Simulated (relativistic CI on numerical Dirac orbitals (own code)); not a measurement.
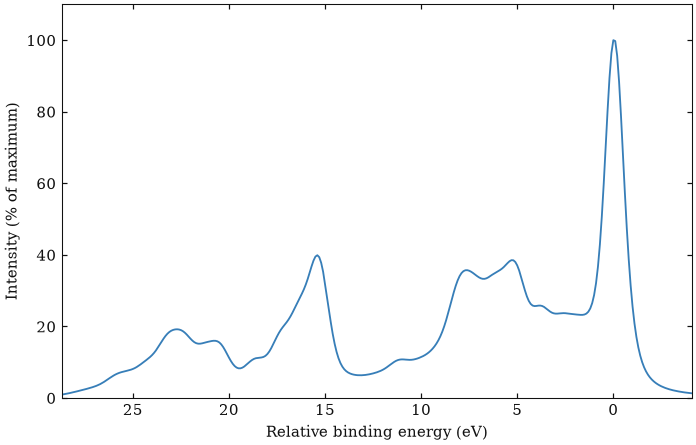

2p photoemission of nominal Co³⁺ (d⁶) with U_dd = 6.9, U_pd = 7.9, 10Dq = 2.05 (ligand 0.3), V(eg) = 1.6, V(t2g) = −0.86 eV, final-state hopping scaled by 0.8. Charge-transfer multiplet model of a cubic metal–ligand cluster, up to 2 ligand holes (L), atomic integrals computed for Dirac–Coulomb–Breit ions and scaled by 0.9, 300 K, Voigt broadening (Lorentzian 0.6 eV, Gaussian 0.8 eV). Energies are counted from the highest peak in the lower part of the range.

Estimate the charge-transfer energy Δ and the make-up of the ground state.

Δ = 3.6 eV, below U_dd, on the charge-transfer side of the Zaanen–Sawatzky–Allen scheme. The ground state is 73 % d⁶, 25 % d⁷L and 1 % d⁸L², with 6.28 d electrons and S = 0.09. The main maxima lie at 0.0 eV (100), 5.3 eV (39), 7.6 eV (36), 15.4 eV (40), 20.8 eV (16) and 22.7 eV (19), heights in % of the largest. The features below about 13 eV belong to the 2p₃/₂ hole, those above mostly to the 2p₁/₂ hole.
